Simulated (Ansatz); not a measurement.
# TiPd2S3: one candidate of a structure search, part 2 of 2

Where does this trial cell of TiPd2S3 go when cell and atoms are let free?

Ansatz 0.2.0; DFT PBE, scalar-relativistic, plane waves, PAW. Earlier steps stand in the parts before.

**3. Full relaxation**

input.yaml reads:

```yaml
crystal:
  lattice:
    - [6.02646426, 0.0, 0.0]
    - [-3.01323213, 5.21907115, 0.0]
    - [0.0, 0.0, 3.45223408]
  atoms:
    - { symbol: Ti, position: [0.0, 0.0, 0.0], spin: 2.03 }
    - { symbol: Pd, position: [0.33333333, 0.66666667, 0.0] }
    - { symbol: Pd, position: [0.66666667, 0.33333333, 0.0] }
    - { symbol: S, position: [0.5, 0.0, 0.5] }
    - { symbol: S, position: [0.5, 0.5, 0.5] }
    - { symbol: S, position: [0.0, 0.5, 0.5] }
basis:
  ecutwfc: 420
kpoints:
  mp_grid: { grid: [6, 6, 12] }
hamiltonian:
  xc: pbe
scf:
  occupations: { method: gaussian, width: 0.1 }
output:
  forces: true
  stress: true
  eigenvalues: true
  populations: true
  write_density: true
  write_potential: true
  elf: true
  volumetric_format: npy
magnetization:
  spin_polarized: true
relax:
  adjacent_minimum: "off"
  f_tol: 0.01
  max_steps: 80
  cell: { stress_tol: 0.05 }
```

On the command line:

```sh
$ ansatz run input.yaml --threads 1 --pin off --max-ram 2560MiB --backend cpu --events-out ev --progress --plain --runs-dir out
```

What it wrote:

```text
Warning: where an SCF of this run starts from atoms to list the orders of its open shells, Ti (site 0, from 0) starts with 2.00 μB on its 3d shell, in the place of the 2.03 μB that the deck gives it: its open shells can hold no more by Hund's first rule. To start from spheres of the given moment, type scf.initial_density.shell_occupations: []
Warning: RAYON_NUM_THREADS=1 ignored (pool sized by the plan → 1); use --threads N
Engine: ansatz 0.2.0, x86_64-unknown-linux-gnu
Pseudopotentials: kind: paw
Pseudopotential: Ti, paw, valence charge 12, recommended cutoff 420 eV (normal), Ti.paw.azcp
Pseudopotential: Pd, paw, valence charge 18, recommended cutoff 420 eV (normal), Pd.paw.azcp
Pseudopotential: S, paw, valence charge 6, recommended cutoff 420 eV (normal), S.paw.azcp
Functional definition: PBE
  parameter kappa = 0.804
  parameter beta = 0.06672455060314922
  exchange = pbe_x(kappa = kappa, mu = beta*pi^2/3)
  correlation = pbe_c(beta = beta)
Crystal: 6 atoms, lattice volume = 108.582 Å³
Basis set: ecut = 420 eV, 2117 PW (Γ), exchange–correlation on 90×90×48 points (8 copies of the dense FFT grid, shifted against one another)
Bands: 41, of which v1, the nominal top of the filled ones, is band 33 counted from 1 (32 counted from 0)
Symmetry: 24 space group operations
Space group: P6/mmm (ITA 191), of the structure as read, at distance tolerance 4.8e-5 Å
Magnetic group: BNS 191.233 (UNI 1463), of the structure as read, at distance tolerance 4.8e-5 Å
k-points: 49 of 432
Non-local potential: Ti, projectors of the file, l = 0: 3, l = 1: 2, l = 2: 3, l = 3: 1
Non-local potential: Pd, projectors of the file, l = 0: 2, l = 1: 2, l = 2: 2, l = 3: 1
Non-local potential: S, projectors of the file, l = 0: 2, l = 1: 2, l = 2: 2
PAW form: soft (Blöchl's): semilocal exchange-correlation on the pseudo side does not see the compensation charge
PAW one-centre angular grid: Ti, 590 points (default); XC on 64 Gauss nodes
PAW one-centre angular grid: Pd, 590 points (default); XC on 64 Gauss nodes
PAW one-centre angular grid: S, 110 points (default); XC on 64 Gauss nodes
Initial density: superposition of atomic densities (chi_scale 0.1, normalization cell, long waves kept (reshape's long-wave potential 0.03 eV rms))
Starting moments: Σ|m| = 2.03 μB on 1 of 6 sites
Initial wavefunctions: pseudopotential atomic-orbital guess
Functional: x = pbe(κ = 0.804, μ = 0.2195149727645171), c = pbe(β = 0.06672455060314922)
SCF iter   1: F=—  HF=-19163.666311 eV  |F-HF|=—  |Δ(HF+E_count)|=         —  Δρ=1.55e-1 (↑1.55e-1 ↓1.40e-1)  dr2=1.90e2  dr2_m=2.78e-1  M=2.284 μB ∫|m|=2.672 μB  β_m=0.30  ethr=3.10e-3  ⟨swp⟩=5.9  Hψ=14441  notcnv=0
Mixer restart at iter 1: flushing history
preconditioner: auto → Kerker (q_TF=auto, 2.511 Å⁻¹)  [metal: Δε(μ)=0.004 eV  Ē_g=6.377 eV  σ=0.100 eV  W_gap=0.02  n_scr=32 (ndim 8)  ℏωp=23.1 eV  f_vac=0.000  D(μ)=10.66/eV (n_scr^D=142)]
spin=Collinear: Kerker preconditioning applied to the charge; magnetization (m = ρ↑ − ρ↓) channel mixes plain (no charge-response kernel on spin).
SCF iter   2: F=—  HF=-19150.326966 eV  |F-HF|=—  |Δ(HF+E_count)|=    1.33e1  Δρ=2.25e-2 (↑2.25e-2 ↓2.15e-2)  dr2=4.23e0  dr2_m=7.61e-3  M=2.173 μB ∫|m|=2.414 μB  β_m=0.31  ethr=3.10e-3  ⟨swp⟩=3.9  Hψ=10827  notcnv=0  defer=96
SCF iter   3: F=—  HF=-19149.944059 eV  |F-HF|=—  |Δ(HF+E_count)|=   3.83e-1  Δρ=1.62e-2 (↑1.62e-2 ↓1.51e-2)  dr2=1.63e0  dr2_m=1.01e-2  M=2.187 μB ∫|m|=2.435 μB  β_m=0.58  ethr=3.10e-3  ⟨swp⟩=2.2  Hψ=5340  notcnv=0  defer=84
SCF iter   4: F=—  HF=-19149.720137 eV  |F-HF|=—  |Δ(HF+E_count)|=   2.24e-1  Δρ=8.32e-3 (↑8.32e-3 ↓3.90e-3)  dr2=1.79e-1  dr2_m=1.29e-2  M=2.044 μB ∫|m|=2.402 μB  β_m=0.79  ethr=2.48e-3  ⟨swp⟩=3.5  Hψ=7778  notcnv=0  defer=91
SCF iter   5: F=—  HF=-19149.791425 eV  |F-HF|=—  |Δ(HF+E_count)|=         —  Δρ=3.29e-3 (↑3.29e-3 ↓1.67e-3)  dr2=4.62e-2  dr2_m=1.37e-3  M=1.958 μB ∫|m|=2.306 μB  β_m=0.79  ethr=2.71e-4  ⟨swp⟩=2.3  Hψ=5880  notcnv=0  defer=81
Mixer restart at iter 5: flushing history
SCF iter   6: F=—  HF=-19149.787025 eV  |F-HF|=—  |Δ(HF+E_count)|=   4.40e-3  Δρ=3.38e-3 (↑3.38e-3 ↓1.73e-3)  dr2=1.93e-2  dr2_m=3.11e-3  M=2.028 μB ∫|m|=2.371 μB  β_m=0.65  ethr=7.01e-5  ⟨swp⟩=2.0  Hψ=7137  notcnv=0  defer=83
SCF iter   7: F=—  HF=-19149.788686 eV  |F-HF|=—  |Δ(HF+E_count)|=   1.66e-3  Δρ=1.27e-3 (↑1.27e-3 ↓6.49e-4)  dr2=1.73e-3  dr2_m=5.69e-4  M=2.017 μB ∫|m|=2.364 μB  β_m=0.82  ethr=2.92e-5  ⟨swp⟩=2.4  Hψ=7433  notcnv=0  defer=79
SCF iter   8: F=—  HF=-19149.790125 eV  |F-HF|=—  |Δ(HF+E_count)|=   1.44e-3  Δρ=7.29e-4 (↑7.29e-4 ↓5.50e-4)  dr2=2.35e-3  dr2_m=7.50e-5  M=2.026 μB ∫|m|=2.376 μB  β_m=0.79  ethr=2.62e-6  ⟨swp⟩=2.0  Hψ=7318  notcnv=0  defer=79
SCF iter   9: F=—  HF=-19149.789963 eV  |F-HF|=—  |Δ(HF+E_count)|=   1.62e-4  Δρ=2.13e-4 (↑2.13e-4 ↓1.20e-4)  dr2=7.59e-5  dr2_m=1.01e-5  M=2.021 μB ∫|m|=2.375 μB  β_m=0.89  ethr=2.62e-6  ⟨swp⟩=2.1  Hψ=5344  notcnv=0  defer=79
SCF iter  10: F=—  HF=-19149.790003 eV  |F-HF|=—  |Δ(HF+E_count)|=   4.00e-5  Δρ=2.27e-4 (↑2.27e-4 ↓5.07e-5)  dr2=9.59e-5  dr2_m=1.31e-5  M=2.017 μB ∫|m|=2.374 μB  β_m=0.89  ethr=1.15e-7  ⟨swp⟩=2.0  Hψ=7088  notcnv=0  defer=79
SCF iter  11: F=—  HF=-19149.790010 eV  |F-HF|=—  |Δ(HF+E_count)|=   7.06e-6  Δρ=4.48e-5 (↑4.48e-5 ↓9.41e-6)  dr2=4.29e-6  dr2_m=4.55e-7  M=2.019 μB ∫|m|=2.377 μB  β_m=0.95  ethr=1.15e-7  ⟨swp⟩=2.0  Hψ=5985  notcnv=0  defer=79
SCF iter  12: F=—  HF=-19149.790011 eV  |F-HF|=—  |Δ(HF+E_count)|=   5.82e-7  Δρ=1.09e-5 (↑1.09e-5 ↓3.76e-6)  dr2=3.10e-7  dr2_m=1.81e-8  M=2.019 μB ∫|m|=2.377 μB  β_m=0.97  ethr=6.50e-9  ⟨swp⟩=1.7  Hψ=4224  notcnv=0  defer=79
SCF iter  13: F=—  HF=-19149.790011 eV  |F-HF|=—  |Δ(HF+E_count)|=   6.55e-9  Δρ=4.65e-6 (↑4.65e-6 ↓1.17e-6)  dr2=5.78e-8  dr2_m=5.51e-9  M=2.019 μB ∫|m|=2.376 μB  β_m=0.99  ethr=4.69e-10  ⟨swp⟩=2.0  Hψ=5867  notcnv=0  defer=79
SCF iter  14: F=—  HF=-19149.790011 eV  |F-HF|=—  |Δ(HF+E_count)|=   4.50e-9  Δρ=1.18e-6 (↑1.18e-6 ↓5.44e-7)  dr2=5.12e-9  dr2_m=3.62e-10  M=2.019 μB ∫|m|=2.376 μB  β_m=0.99  ethr=8.76e-11  ⟨swp⟩=1.7  Hψ=4233  notcnv=0  defer=79
SCF iter  15: F=-19149.790011 eV  HF=-19149.790011 eV  |F-HF|=2.55e-11  |Δ(HF+E_count)|=  9.97e-10  Δρ=4.73e-7 (↑4.73e-7 ↓2.02e-7)  dr2=2.38e-10  dr2_m=7.88e-11  M=2.019 μB ∫|m|=2.376 μB  ethr=7.76e-12  ⟨swp⟩=9.1  Hψ=20835  notcnv=0
SCF 1 converged in 15 iterations: F = -19149.790011 eV  dr2 = 2.38e-10
relax step   1: F+E_penalty+E_count = -19149.79001077 eV  Δ(F+E_penalty+E_count) = +0.000e0 eV  max|allowed force component| = 7.401e-17 eV/Å  Δτ_max = 0.0000 Å  P = +2.767 GPa  Ω = 108.582 Å³  (15 SCF iters, dr2 threshold 1.00e-7 eV, accepted)
[... 20 lines left out ...]
relax step   2: F+E_penalty+E_count = -19149.83084329 eV  Δ(F+E_penalty+E_count) = -4.083e-2 eV  max|allowed force component| = 8.635e-17 eV/Å  Δτ_max = 0.0000 Å  P = +0.361 GPa  Ω = 110.512 Å³  energy of the carried Pulay correction = -4.136e-4 eV  (10 SCF iters, dr2 threshold 6.00e-7 eV, accepted)
[... 17 lines left out ...]
relax step   3: F+E_penalty+E_count = -19149.84361230 eV  Δ(F+E_penalty+E_count) = -1.277e-2 eV  max|allowed force component| = 5.089e-17 eV/Å  Δτ_max = 0.0000 Å  P = -0.226 GPa  Ω = 110.358 Å³  energy of the carried Pulay correction = -4.396e-4 eV  (11 SCF iters, dr2 threshold 6.00e-7 eV, accepted)
[... 15 lines left out ...]
relax step   4: F+E_penalty+E_count = -19149.84796199 eV  Δ(F+E_penalty+E_count) = -4.350e-3 eV  max|allowed force component| = 8.172e-17 eV/Å  Δτ_max = 0.0000 Å  P = -0.024 GPa  Ω = 109.403 Å³  energy of the carried Pulay correction = -3.058e-4 eV  (9 SCF iters, dr2 threshold 4.42e-7 eV, accepted)
[... 16 lines left out ...]
relax step   5: F+E_penalty+E_count = -19149.84803912 eV  Δ(F+E_penalty+E_count) = -7.713e-5 eV  max|allowed force component| = 1.850e-17 eV/Å  Δτ_max = 0.0000 Å  P = +0.005 GPa  Ω = 109.277 Å³  energy of the carried Pulay correction = -2.880e-4 eV  (11 SCF iters, accepted)
[... 17 lines left out ...]
relax step   6: F+E_penalty+E_count = -19149.84823061 eV  Δ(F+E_penalty+E_count) = -1.915e-4 eV  max|allowed force component| = 2.698e-17 eV/Å  Δτ_max = 0.0000 Å  P = +0.010 GPa  Ω = 109.277 Å³  stress off target by 1.69e-2 GPa  SCF on the basis re-selected at this cell (its energy is not comparable with the rows above)  (11 SCF iters)
basis re-selected at this cell: Δ(F+E_penalty+E_count) = -1.915e-4 eV, ΔP = +0.005 GPa vs the last step (what re-selecting the basis moved, of the pressure what is left beyond the Pulay correction that the steps carried, after the strain that the cell walked since its last selection, with what the two solves' SCF thresholds leave and, on support functions, any second-order correction that the steps lacked; it is no measure of the basis error at this ecutwfc). The dense FFT grid was sized anew with the basis: this SCF ran on 40×40×25 points, the steps before it on 45×45×24, so part of this shift can come from that change (see relax.cell in the input reference). This SCF's stress stands 1.69e-2 GPa from its target on what of the cell is left free (relax.cell.stress_tol is 5.00e-2 GPa) and its largest allowed force component is 2.70e-17 eV/Å (relax.f_tol is 1.00e-2 eV/Å): within both
SCF converged after 11 iterations
Magnetization: 1.8732 μB (33.9366 up, 32.0634 down)
Absolute magnetization: 2.4202 μB (∫|ρ↑−ρ↓|, with the PAW one-centre terms)
Spin contamination: 0.2290 ħ² per cell (⟨S²⟩ above its minimum at these occupations)
Per-site moments (μB) at R_I (Å): [(1.8534031201486383, 1.4035399813707932), (-0.03425794352107291, 1.0266279006745342), (-0.03425794352107312, 1.026627900674534), (-0.05382068175719941, 1.0266279006745345), (-0.05382068175719951, 1.026627900674534), (-0.05382068175719932, 1.0266279006745342)]
Free energy (F): -19149.848231 eV
Harris-Foulkes:  -19149.848231 eV  (|F-HF|=1.09e-11)
Internal energy: -19149.811792 eV  (E = F + TS)
E sigma→0 (E₀):  -19149.830011 eV
Entropy (-TS):   -0.036439 eV (-6.073 meV/atom)
Fermi energy:    11.587522 eV
--- Per-component energies (eV) ---
  E_band       = -700.557848
  E_kinetic    = 1613.835541
  E_local      = -6796.688801  (includes V_loc(G=0)·N_el)
  E_nonlocal   = 536.923817
  E_hartree    = 2798.121431
  E_xc         = -722.356027
  E_vxc        = -802.668156  (∫ρ·V_xc dr)
  E_paw        = -10351.556438  (= ΣΔE_a)
  E_vpaw       = -848.203580  (= ΣTr[D̂ρ^β])
  E_aug_tail   = 0.000499  (compensation charges beyond the density's cutoff)
  E_ewald      = -6228.091814
  E_smearing   = -0.036439  (= −TS)
  E_closure    = 0.000000  (closes the sum)
  Σ components = -19149.848231   (vs F -19149.848231, Δ=0.00e0)
--- Forces (eV/Å), atoms counted from 1 ---
  atom   1  Ti    -0.00000000     0.00000000     0.00000000
  atom   2  Pd    -0.00000000    -0.00000000     0.00000000
  atom   3  Pd     0.00000000     0.00000000    -0.00000000
  atom   4  S      0.00000000    -0.00000000     0.00000000
  atom   5  S      0.00000000     0.00000000     0.00000000
  atom   6  S     -0.00000000     0.00000000     0.00000000
  max |Σ_I F_I| component: 1.39e-17 eV/Å
--- Stress (GPa, compression-positive) ---
        0.006691       0.000000       0.000000
        0.000000       0.006691      -0.000000
        0.000000      -0.000000       0.016923
  P = ⅓ Tr σ = 0.0101 GPa (0.101 kbar)
--- Band table (eV; the first three rows and the last of 98) ---
  k-point 0 ↑: bands = ["-73.2110", "-73.2098", "-46.7998", "-39.0894", "-39.0864", "-38.9075", "-38.9075", "-38.8934", "-38.8934", "-23.0801", "-23.0801", "-23.0176", "-3.5155", "-1.1027", "-1.1027", "3.2915", "6.0884", "6.0884", "6.2592", "6.2592", "7.0966", "8.1127", "8.2579", "8.2579", "8.6626", "8.6626", "8.9186", "8.9186", "9.9404", "9.9816", "11.2919", "11.3303", "11.3303", "11.7068", "11.7068", "11.9312", "12.3813", "12.3813", "13.3504", "13.3504", "15.0777"]
[... 3 lines left out ...]
--- Relaxed structure (5 steps of the walk, 5 accepted, 1 SCFs on fresh bases) ---
  F+E_penalty+E_count = -19149.84823061 eV   max|allowed force component| = 2.698e-17 eV/Å   (the final SCF, on the basis selected at the relaxed cell)
  cell:  # Å, volume = 109.2769 Å³
    - [5.893339535002399, 4.865726801719927e-33, -2.1895770607739672e-33]
    - [-2.9466697675011995, 5.10378175043925, 2.9255934275158614e-18]
    - [-1.4401104909881964e-33, 1.9351783200629414e-18, 3.633077227230105]
  atoms:
    - { symbol: Ti, position: [1.22319871561445e-35, 1.5087444878222284e-35, 3.843894941199751e-37] }
    - { symbol: Pd, position: [0.33333333333333326, 0.6666666666666665, -3.851859888774472e-34] }
    - { symbol: Pd, position: [0.6666666666666665, 0.33333333333333326, 4.333342374871281e-34] }
    - { symbol: S, position: [0.5, 0.0, 0.49999999999999994] }
    - { symbol: S, position: [0.5, 0.49999999999999994, 0.49999999999999994] }
    - { symbol: S, position: [-2.785036700830045e-17, 0.49999999999999994, 0.49999999999999994] }
--- Löwdin populations: 6 sites ---
  site symbol       q [e]    m [muB]
     0     Ti     11.3005     2.1364
     1     Pd     17.1378    -0.0341
     2     Pd     17.1378    -0.0341
     3      S      6.5723    -0.0831
     4      S      6.5723    -0.0831
     5      S      6.5723    -0.0831
  spilling = 0.010712 (of n_electrons = 66.000000)
```

It took 8.2 min on 1 thread of Intel Xeon at 2.50GHz (Skylake/Cascade Lake), shared host; peak memory 0.66 GiB.

Relaxation path:

| step | E - E(step 1) (eV/cell) | largest force component (eV/Å) | pressure (GPa) | volume (Å³) |
| --- | --- | --- | --- | --- |
| 1 | 0.0000 | 0.0000 | 2.77 | 108.58 |
| 2 | -0.0408 | 0.0000 | 0.36 | 110.51 |
| 3 | -0.0536 | 0.0000 | -0.23 | 110.36 |
| 4 | -0.0580 | 0.0000 | -0.02 | 109.40 |
| 5 | -0.0580 | 0.0000 | 0.00 | 109.28 |
| 6 | -0.0582 | 0.0000 | 0.01 | 109.28 |

Step 1 is the start. Step 6 repeats the geometry before it on a plane-wave basis chosen anew for that cell, so its energy need not be comparable with the rows above.

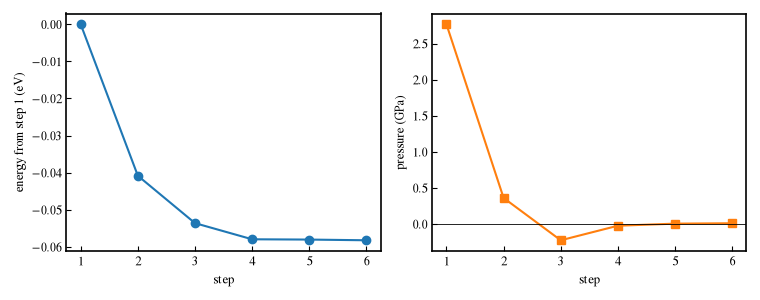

Energy and pressure along the relaxation.

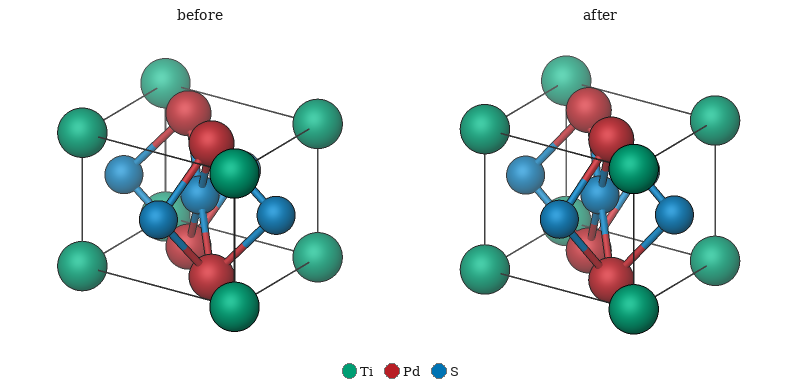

Before and after, at one scale.

|  | before | after | change |
| --- | --- | --- | --- |
| a (Å) | 6.026 | 5.893 | -2.2 % |
| b (Å) | 6.026 | 5.893 | -2.2 % |
| c (Å) | 3.452 | 3.633 | +5.2 % |
| volume (Å³/atom) | 18.10 | 18.21 | +0.6 % |
| shortest distance (Å) | 2.451 | 2.489 | +1.6 % |
| space group (0.01 Å) | P6/mmm | P6/mmm | same |

Forces and stress were held to the start's 24 operations: a distortion of lower symmetry was not tested.

By site:

| atom | moment in the atom's sphere (μB) | Löwdin electrons |
| --- | --- | --- |
| Ti1 | 1.85 | 11.30 |
| Pd2 | -0.03 | 17.14 |
| Pd3 | -0.03 | 17.14 |
| S4 | -0.05 | 6.57 |
| S5 | -0.05 | 6.57 |
| S6 | -0.05 | 6.57 |

The Löwdin counts miss 0.71 of the 66 electrons, which the atomic orbitals do not span, so they are no charges.

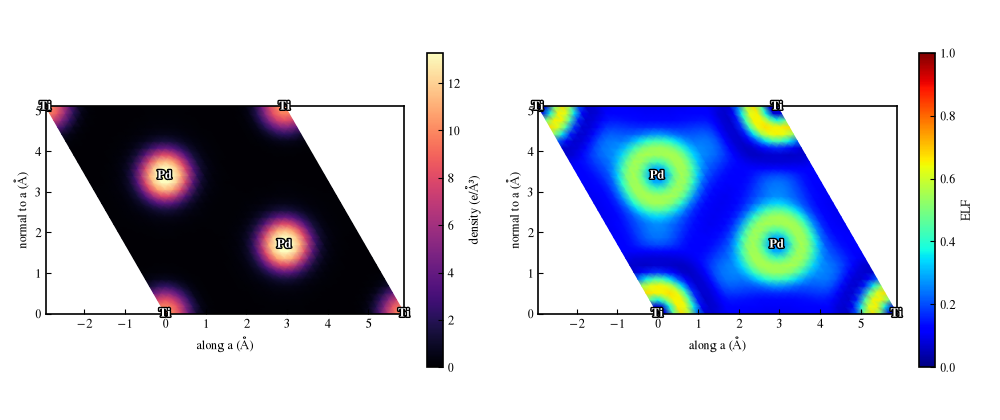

Density (left) and ELF (right) in a lattice plane of the grid's cell (edges 5.89 and 5.89 Å, at 0.000 of the third edge), which holds Ti and Pd. Only atoms in the plane are labelled. Both are smooth fields of the valence electrons: close to the nuclei they are not physical.

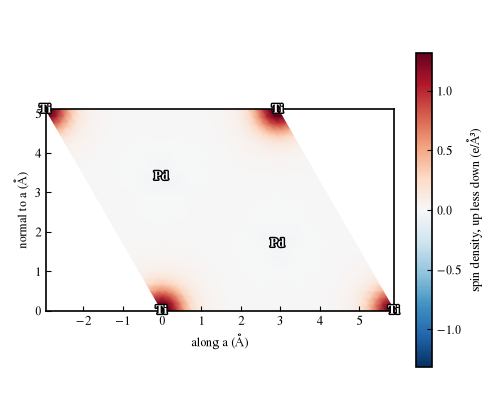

Spin density in a lattice plane of the grid's cell (edges 5.89 and 5.89 Å, at 0.000 of the third edge), which holds Ti and Pd.

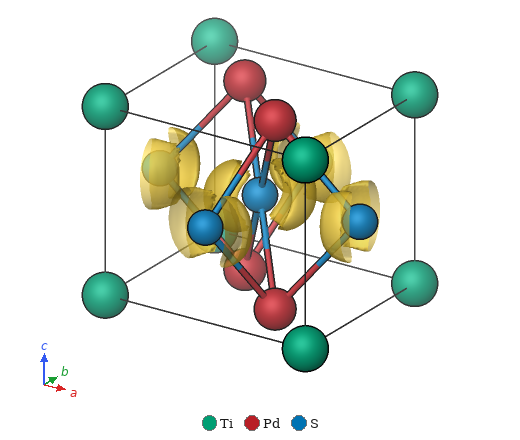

Surface of ELF = 0.83, drawn in one cell.

The highest ELF values outside the cores: 0.89 beside S, off the lines to its neighbours, 0.8 Å from S.

**4. Summary of results**

The summary covers parts 1 to 2. Changes of volume or cell count from the first structure of part 1.

```
                              quantity                                                                       value
symmetry at the end (tolerance 0.05 Å)                                                space group P6/mmm (No. 191)
                     conventional cell  a = 5.893 Å, b = 5.893 Å, c = 3.633 Å, α = 90.00°, β = 90.00°, γ = 120.00°
                                volume                                                               18.21 Å³/atom
              energy over the elements                                                               +0.29 eV/atom
                       gap on the mesh                                                                none (metal)
                          total moment                                                                1.87 μB/cell
```

What this shows: The space group P6/mmm (No. 191) is kept, and the volume per atom grows by 0.6 % from the first guess. With a positive formation energy it can't be a ground state. No finished test with a distortion of lower symmetry is shown, so the end may be a saddle point. Other magnetic orders were not searched.
